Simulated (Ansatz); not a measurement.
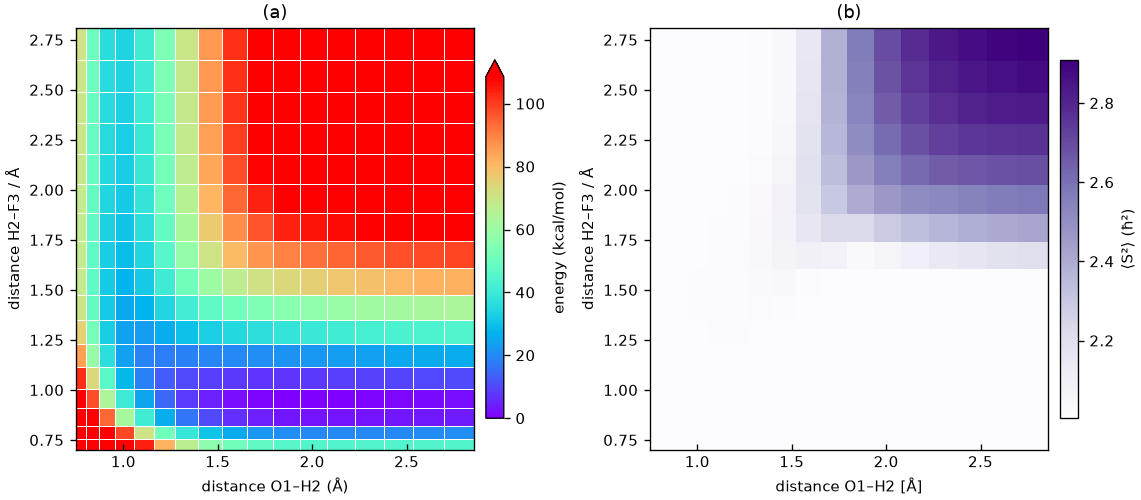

The system O + HF, spin multiplicity 3. 
- The first coordinate is: distance O1–H2; the second: distance H2–F3.
- Nothing is relaxed (the angle O1–H2–F3 is fixed at 140 degrees).
- The grid has 17 × 17 points.
- Energies are in kcal/mol, from the lowest grid point.
- In part of the range the unrestricted reference is strongly spin-contaminated.
- Level of theory: UKS PBE0-D4/def2-SVPD in Ansatz.

Panel (a) is the energy and panel (b) the computed ⟨S²⟩ on the same grid.

The picture shows one coloured cell a grid point, one colour for all values above the top of the scale.

How does the ⟨S²⟩ vary over the map, and what is it at the lowest grid point?

Answer. Leaving out the highest fifth of the energies, it runs from 2.00 ħ² at distance O1–H2 = 1.723 Å, distance H2–F3 = 0.728 Å to 2.39 ħ² at distance O1–H2 = 2.457 Å, distance H2–F3 = 1.814 Å. At the lowest grid point, distance O1–H2 = 2.005 Å, distance H2–F3 = 0.955 Å, it is 2.00 ħ².
